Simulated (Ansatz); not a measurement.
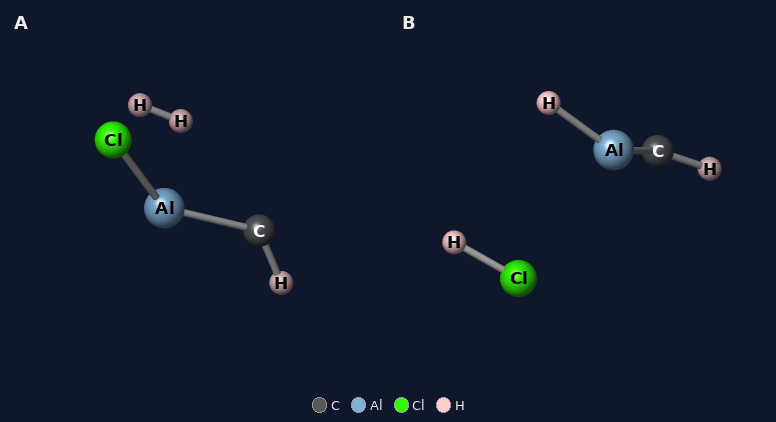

2 stationary structures of one formula. State: neutral, doublet. Geometries: PBE-D4/def2-SVP. Electronic energies: PBE-D4/def2-SVP (Ansatz 0.2.0), without zero-point energy. No frequency run is at hand to confirm each as a minimum.

Question: Which is lowest in energy, and by how much?

Answer: A is lowest (C1); B lies 1.121 eV above it (C1).
